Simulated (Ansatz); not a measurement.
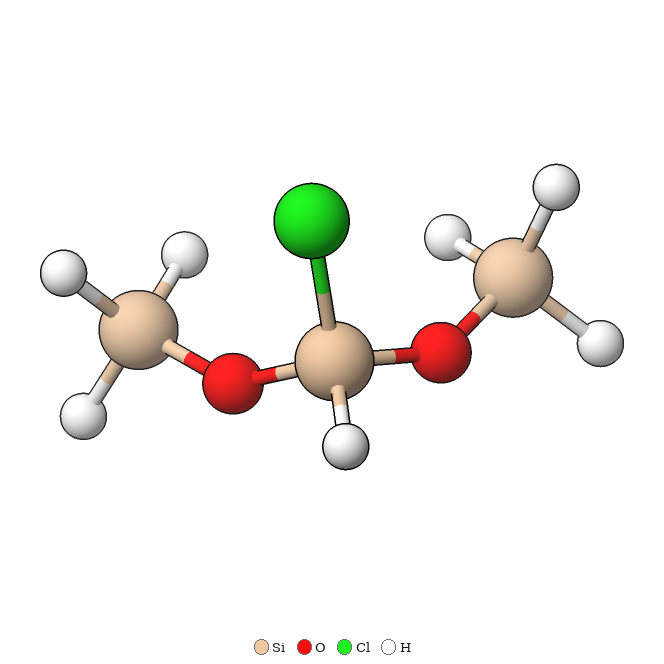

Computed geometry: PBE0-D4/def2-TZVP optimisation. No frequency run is at hand to confirm it as a minimum.

Draw it as a skeletal formula.

SMILES: [SiH3]O[SiH](Cl)O[SiH3]

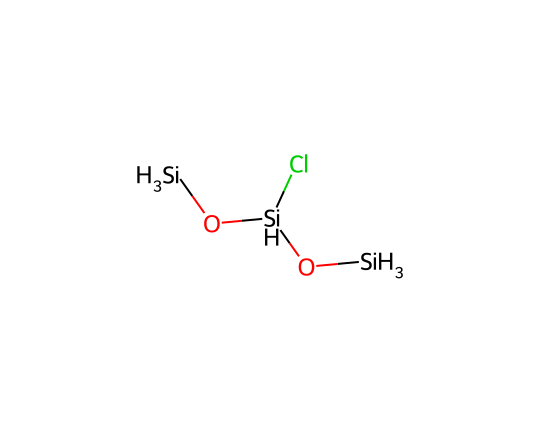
